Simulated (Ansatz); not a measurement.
# SiHS (charge +1): molecular dynamics (part 5 of 5)

The same run, continued: SiHS, charge +1; UKS r2SCAN/def2-SVP (Ansatz 0.2.0). It belongs to a series of runs on one base structure; here: dynamics from the highest image of the converged band.

Geometry of the input (Å):
```
Si -0.6422  -0.1269  -0.6605
S  0.3601  1.1611  0.4495
H  0.2821  -1.0342  0.2110
```

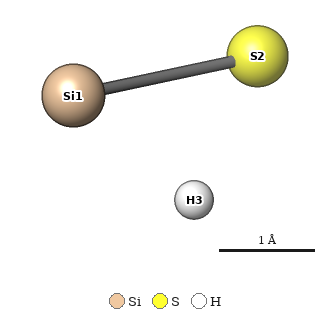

**Figure 1.** The geometry at step 177 of the log (ball-and-stick view, seen at a tilt; atoms are numbered from 1 in the order of the input).

Trajectory as extended XYZ, continued:
```
3
Properties=species:S:1:pos:R:3:forces:R:3 step=154 time_fs=77.0 energy=-18712.86785 temperature=13399.1
Si   -0.7390   -0.0610   -0.7539   -0.2979  -0.1868  -0.3156
S     0.4526    1.0022    0.5318    1.0190  -1.6347   0.9147
H     0.0365    2.1835    0.1957   -0.7212   1.8215  -0.5990
3
Properties=species:S:1:pos:R:3:forces:R:3 step=155 time_fs=77.5 energy=-18712.75332 temperature=12535.1
Si   -0.7437   -0.0639   -0.7589   -0.1061  -0.0595  -0.1119
S     0.4573    1.0066    0.5369    1.4429  -3.2522   1.2270
H     0.0192    2.1234    0.1737   -1.3368   3.3117  -1.1151
3
Properties=species:S:1:pos:R:3:forces:R:3 step=156 time_fs=78.0 energy=-18712.61531 temperature=11502.9
Si   -0.7485   -0.0667   -0.7639    0.0799   0.0552   0.0851
S     0.4621    1.0108    0.5421    1.8839  -4.5908   1.5771
H    -0.0013    2.0713    0.1491   -1.9639   4.5356  -1.6621
3
Properties=species:S:1:pos:R:3:forces:R:3 step=157 time_fs=78.5 energy=-18712.52170 temperature=10804.9
Si   -0.7532   -0.0696   -0.7689    0.2597   0.1590   0.2749
S     0.4671    1.0146    0.5474    2.1480  -5.2886   1.7941
H    -0.0266    2.0299    0.1205   -2.4077   5.1296  -2.0691
3
Properties=species:S:1:pos:R:3:forces:R:3 step=158 time_fs=79.0 energy=-18712.52126 temperature=10796.9
Si   -0.7580   -0.0724   -0.7739    0.4334   0.2557   0.4580
S     0.4722    1.0180    0.5528    2.0490  -5.1596   1.7032
H    -0.0576    2.0009    0.0869   -2.4824   4.9039  -2.1612
3
Properties=species:S:1:pos:R:3:forces:R:3 step=159 time_fs=79.5 energy=-18712.60567 temperature=11419.0
Si   -0.7626   -0.0753   -0.7789    0.6010   0.3495   0.6348
S     0.4774    1.0210    0.5584    1.5332  -4.3351   1.2400
H    -0.0945    1.9836    0.0482   -2.1342   3.9856  -1.8748
3
Properties=species:S:1:pos:R:3:forces:R:3 step=160 time_fs=80.0 energy=-18712.71735 temperature=12250.9
Si   -0.7673   -0.0781   -0.7838    0.7619   0.4441   0.8049
S     0.4828    1.0237    0.5640    0.7141  -3.1718   0.4938
H    -0.1366    1.9758    0.0050   -1.4760   2.7277  -1.2988
3
Properties=species:S:1:pos:R:3:forces:R:3 step=161 time_fs=80.5 energy=-18712.79364 temperature=12825.8
Si   -0.7719   -0.0808   -0.7886    0.9148   0.5412   0.9670
S     0.4883    1.0261    0.5697   -0.2152  -2.0240  -0.3652
H    -0.1822    1.9746   -0.0413   -0.6996   1.4827  -0.6017
3
Properties=species:S:1:pos:R:3:forces:R:3 step=162 time_fs=81.0 energy=-18712.80074 temperature=12882.6
Si   -0.7763   -0.0836   -0.7934    1.0579   0.6409   1.1194
S     0.4937    1.0285    0.5754   -1.0918  -1.0978  -1.1870
H    -0.2294    1.9769   -0.0891    0.0339   0.4569   0.0675
3
Properties=species:S:1:pos:R:3:forces:R:3 step=163 time_fs=81.5 energy=-18712.73700 temperature=12400.4
Si   -0.7808   -0.0862   -0.7980    1.1903   0.7419   1.2610
S     0.4990    1.0307    0.5809   -1.8297  -0.4489  -1.8882
H    -0.2766    1.9803   -0.1367    0.6394  -0.2930   0.6272
3
Properties=species:S:1:pos:R:3:forces:R:3 step=164 time_fs=82.0 energy=-18712.61936 temperature=11503.0
Si   -0.7851   -0.0888   -0.8026    1.3105   0.8420   1.3902
S     0.5042    1.0329    0.5864   -2.4076  -0.0459  -2.4449
H    -0.3222    1.9830   -0.1828    1.0971  -0.7961   1.0547
3
Properties=species:S:1:pos:R:3:forces:R:3 step=165 time_fs=82.5 energy=-18712.46973 temperature=10356.2
Si   -0.7892   -0.0913   -0.8070    1.4182   0.9391   1.5065
S     0.5093    1.0351    0.5916   -2.8401   0.1711  -2.8677
H    -0.3653    1.9838   -0.2263    1.4218  -1.1102   1.3613
3
Properties=species:S:1:pos:R:3:forces:R:3 step=166 time_fs=83.0 energy=-18712.30751 temperature=9109.0
Si   -0.7933   -0.0938   -0.8113    1.5134   1.0309   1.6097
S     0.5141    1.0373    0.5967   -3.1547   0.2602  -3.1803
H    -0.4049    1.9819   -0.2666    1.6413  -1.2911   1.5707
3
Properties=species:S:1:pos:R:3:forces:R:3 step=167 time_fs=83.5 energy=-18712.14714 temperature=7873.4
Si   -0.7972   -0.0961   -0.8155    1.5969   1.1154   1.7004
S     0.5186    1.0395    0.6015   -3.3799   0.2669  -3.4083
H    -0.4406    1.9770   -0.3032    1.7830  -1.3822   1.7078
3
Properties=species:S:1:pos:R:3:forces:R:3 step=168 time_fs=84.0 energy=-18711.99825 temperature=6724.6
Si   -0.8010   -0.0984   -0.8195    1.6696   1.1907   1.7797
S     0.5230    1.0417    0.6060   -3.5399   0.2231  -3.5736
H    -0.4720    1.9687   -0.3357    1.8702  -1.4138   1.7940
3
Properties=species:S:1:pos:R:3:forces:R:3 step=169 time_fs=84.5 energy=-18711.86669 temperature=5708.6
Si   -0.8047   -0.1005   -0.8234    1.7328   1.2555   1.8485
S     0.5270    1.0440    0.6103   -3.6534   0.1503  -3.6940
H    -0.4990    1.9570   -0.3638    1.9205  -1.4058   1.8455
3
Properties=species:S:1:pos:R:3:forces:R:3 step=171 time_fs=85.5 energy=-18711.66665 temperature=4161.9
Si   -0.8116   -0.1045   -0.8306    1.8351   1.3479   1.9590
S     0.5343    1.0485    0.6180   -3.7920  -0.0334  -3.8480
H    -0.5390    1.9237   -0.4069    1.9569  -1.3145   1.8890
3
Properties=species:S:1:pos:R:3:forces:R:3 step=172 time_fs=86.0 energy=-18711.59990 temperature=3645.3
Si   -0.8148   -0.1064   -0.8340    1.8762   1.3732   2.0025
S     0.5375    1.0508    0.6214   -3.8334  -0.1319  -3.8971
H    -0.5520    1.9023   -0.4216    1.9571  -1.2413   1.8946
3
Properties=species:S:1:pos:R:3:forces:R:3 step=173 time_fs=86.5 energy=-18711.55501 temperature=3297.6
Si   -0.8178   -0.1081   -0.8372    1.9117   1.3829   2.0391
S     0.5404    1.0530    0.6245   -3.8622  -0.2313  -3.9336
H    -0.5603    1.8779   -0.4319    1.9505  -1.1515   1.8944
3
Properties=species:S:1:pos:R:3:forces:R:3 step=174 time_fs=87.0 energy=-18711.53104 temperature=3111.5
Si   -0.8207   -0.1096   -0.8402    1.9419   1.3756   2.0692
S     0.5430    1.0553    0.6273   -3.8802  -0.3317  -3.9591
H    -0.5640    1.8508   -0.4375    1.9383  -1.0440   1.8898
3
Properties=species:S:1:pos:R:3:forces:R:3 step=175 time_fs=87.5 energy=-18711.52663 temperature=3076.6
Si   -0.8234   -0.1111   -0.8431    1.9670   1.3503   2.0928
S     0.5454    1.0575    0.6299   -3.8870  -0.4339  -3.9734
H    -0.5630    1.8211   -0.4387    1.9200  -0.9164   1.8805
3
Properties=species:S:1:pos:R:3:forces:R:3 step=176 time_fs=88.0 energy=-18711.54002 temperature=3179.0
Si   -0.8259   -0.1125   -0.8457    1.9869   1.3060   2.1098
S     0.5474    1.0597    0.6321   -3.8802  -0.5404  -3.9742
H    -0.5575    1.7892   -0.4354    1.8933  -0.7656   1.8644
3
Properties=species:S:1:pos:R:3:forces:R:3 step=177 time_fs=88.5 energy=-18711.56894 temperature=3401.2
Si   -0.8283   -0.1137   -0.8482    2.0012   1.2425   2.1198
S     0.5492    1.0618    0.6340   -3.8548  -0.6544  -3.9567
H    -0.5474    1.7556   -0.4276    1.8535  -0.5881   1.8370
3
Properties=species:S:1:pos:R:3:forces:R:3 step=178 time_fs=89.0 energy=-18711.61044 temperature=3720.3
Si   -0.8305   -0.1148   -0.8505    2.0094   1.1606   2.1221
S     0.5506    1.0639    0.6357   -3.8024  -0.7807  -3.9128
H    -0.5328    1.7205   -0.4154    1.7930  -0.3799   1.7907
3
Properties=species:S:1:pos:R:3:forces:R:3 step=179 time_fs=89.5 energy=-18711.66059 temperature=4105.4
Si   -0.8325   -0.1159   -0.8526    2.0107   1.0628   2.1163
S     0.5518    1.0659    0.6370   -3.7102  -0.9256  -3.8298
H    -0.5140    1.6845   -0.3989    1.6995  -0.1372   1.7135
3
Properties=species:S:1:pos:R:3:forces:R:3 step=180 time_fs=90.0 energy=-18711.71396 temperature=4514.1
Si   -0.8343   -0.1168   -0.8546    2.0046   0.9535   2.1022
S     0.5527    1.0679    0.6381   -3.5592  -1.0975  -3.6892
H    -0.4911    1.6481   -0.3783    1.5546   0.1440   1.5870
3
Properties=species:S:1:pos:R:3:forces:R:3 step=181 time_fs=90.5 energy=-18711.76298 temperature=4887.5
Si   -0.8360   -0.1176   -0.8564    1.9913   0.8392   2.0804
S     0.5533    1.0698    0.6389   -3.3229  -1.3073  -3.4648
H    -0.4645    1.6122   -0.3539    1.3316   0.4681   1.3844
3
Properties=species:S:1:pos:R:3:forces:R:3 step=182 time_fs=91.0 energy=-18711.79715 temperature=5144.0
Si   -0.8375   -0.1184   -0.8579    1.9717   0.7284   2.0525
S     0.5537    1.0716    0.6394   -2.9661  -1.5683  -3.1219
H    -0.4347    1.5773   -0.3262    0.9944   0.8398   1.0695
3
Properties=species:S:1:pos:R:3:forces:R:3 step=183 time_fs=91.5 energy=-18711.80275 temperature=5177.7
Si   -0.8388   -0.1192   -0.8593    1.9481   0.6303   2.0214
S     0.5539    1.0732    0.6396   -2.4471  -1.8955  -2.6193
H    -0.4025    1.5444   -0.2960    0.4990   1.2653   0.5979
3
Properties=species:S:1:pos:R:3:forces:R:3 step=184 time_fs=92.0 energy=-18711.76409 temperature=4869.5
Si   -0.8400   -0.1198   -0.8606    1.9238   0.5526   1.9911
S     0.5538    1.0748    0.6397   -1.7268  -2.3019  -1.9184
H    -0.3691    1.5146   -0.2643   -0.1970   1.7493  -0.0727
3
Properties=species:S:1:pos:R:3:forces:R:3 step=185 time_fs=92.5 energy=-18711.66869 temperature=4128.5
Si   -0.8410   -0.1205   -0.8616    1.9025   0.5002   1.9657
S     0.5537    1.0761    0.6397   -0.7920  -2.7895  -1.0058
H    -0.3362    1.4890   -0.2328   -1.1105   2.2893  -0.9599
3
Properties=species:S:1:pos:R:3:forces:R:3 step=186 time_fs=93.0 energy=-18711.51790 temperature=2972.4
Si   -0.8418   -0.1210   -0.8625    1.8872   0.4734   1.9482
S     0.5535    1.0773    0.6395    0.3058  -3.3352   0.0678
H    -0.3060    1.4688   -0.2036   -2.1930   2.8618  -2.0161
3
Properties=species:S:1:pos:R:3:forces:R:3 step=187 time_fs=93.5 energy=-18711.34011 temperature=1624.0
Si   -0.8425   -0.1216   -0.8632    1.8796   0.4686   1.9402
S     0.5533    1.0782    0.6394    1.4069  -3.8741   1.1454
H    -0.2810    1.4555   -0.1792   -3.2865   3.4055  -3.0856
3
Properties=species:S:1:pos:R:3:forces:R:3 step=188 time_fs=94.0 energy=-18711.19385 temperature=525.3
Si   -0.8430   -0.1221   -0.8638    1.8796   0.4806   1.9411
S     0.5532    1.0788    0.6394    2.2477  -4.2991   1.9672
H    -0.2638    1.4503   -0.1622   -4.1274   3.8185  -3.9083
3
Properties=species:S:1:pos:R:3:forces:R:3 step=189 time_fs=94.5 energy=-18711.14476 temperature=160.8
Si   -0.8434   -0.1225   -0.8642    1.8866   0.5051   1.9499
S     0.5533    1.0790    0.6395    2.5549  -4.4913   2.2647
H    -0.2566    1.4543   -0.1546   -4.4415   3.9862  -4.2146
3
Properties=species:S:1:pos:R:3:forces:R:3 step=191 time_fs=95.5 energy=-18711.39646 temperature=2058.4
Si   -0.8436   -0.1233   -0.8645    1.9194   0.5921   1.9895
S     0.5540    1.0786    0.6401    1.3312  -3.9995   1.0595
H    -0.2732    1.4905   -0.1687   -3.2505   3.4073  -3.0489
3
Properties=species:S:1:pos:R:3:forces:R:3 step=192 time_fs=96.0 energy=-18711.59894 temperature=3595.8
Si   -0.8435   -0.1236   -0.8644    1.9443   0.6605   2.0197
S     0.5545    1.0779    0.6406    0.1952  -3.4432  -0.0521
H    -0.2941    1.5214   -0.1878   -2.1395   2.7827  -1.9676
3
Properties=species:S:1:pos:R:3:forces:R:3 step=193 time_fs=96.5 energy=-18711.76797 temperature=4891.4
Si   -0.8432   -0.1239   -0.8641    1.9728   0.7480   2.0550
S     0.5551    1.0769    0.6411   -0.9308  -2.8334  -1.1497
H    -0.3202    1.5589   -0.2115   -1.0421   2.0854  -0.9053
3
Properties=species:S:1:pos:R:3:forces:R:3 step=194 time_fs=97.0 energy=-18711.87251 temperature=5702.6
Si   -0.8427   -0.1241   -0.8636    2.0020   0.8522   2.0921
S     0.5556    1.0758    0.6415   -1.8853  -2.2584  -2.0759
H    -0.3488    1.6014   -0.2374   -0.1167   1.4062  -0.0162
3
Properties=species:S:1:pos:R:3:forces:R:3 step=195 time_fs=97.5 energy=-18711.91039 temperature=6005.2
Si   -0.8420   -0.1242   -0.8630    2.0282   0.9670   2.1270
S     0.5559    1.0744    0.6418   -2.6167  -1.7618  -2.7816
H    -0.3777    1.6473   -0.2634    0.5885   0.7948   0.6546
3
Properties=species:S:1:pos:R:3:forces:R:3 step=196 time_fs=98.0 energy=-18711.89516 temperature=5898.2
Si   -0.8412   -0.1242   -0.8621    2.0486   1.0842   2.1563
S     0.5561    1.0730    0.6418   -3.1397  -1.3535  -3.2824
H    -0.4052    1.6951   -0.2878    1.0911   0.2693   1.1261
3
Properties=species:S:1:pos:R:3:forces:R:3 step=197 time_fs=98.5 energy=-18711.84485 temperature=5518.4
Si   -0.8402   -0.1242   -0.8611    2.0618   1.1957   2.1778
S     0.5560    1.0714    0.6416   -3.4949  -1.0257  -3.6187
H    -0.4300    1.7435   -0.3095    1.4331  -0.1700   1.4410
3
Properties=species:S:1:pos:R:3:forces:R:3 step=198 time_fs=99.0 energy=-18711.77610 temperature=4993.7
Si   -0.8391   -0.1240   -0.8599    2.0674   1.2950   2.1906
S     0.5556    1.0697    0.6412   -3.7255  -0.7638  -3.8336
H    -0.4515    1.7915   -0.3277    1.6582  -0.5311   1.6430
3
Properties=species:S:1:pos:R:3:forces:R:3 step=199 time_fs=99.5 energy=-18711.70222 temperature=4427.5
Si   -0.8377   -0.1238   -0.8585    2.0658   1.3778   2.1951
S     0.5550    1.0680    0.6404   -3.8680  -0.5526  -3.9628
H    -0.4689    1.8382   -0.3420    1.8022  -0.8252   1.7677
3
Properties=species:S:1:pos:R:3:forces:R:3 step=200 time_fs=100.0 energy=-18711.63315 temperature=3896.9
Si   -0.8362   -0.1234   -0.8570    2.0581   1.4425   2.1920
S     0.5541    1.0663    0.6393   -3.9500  -0.3789  -4.0333
H    -0.4821    1.8830   -0.3521    1.8918  -1.0636   1.8413
```

Summary:

```tsv
quantity	value
outcome	finished
mean temperature over the second half	6551 K
trajectory	200 steps, 100 fs
ensemble	nve
temperature in the input	300.0 K
time step	0.5 fs
potential energy (last step)	−18711.6332 eV
mean-field energy (last step)	−18711.6332 eV
largest force (length of the vector) (last step)	5.658 eV/Å
wall time	4.7 min
peak memory	0.19 GiB
```

Notes:

So short a trajectory is not equilibrated.
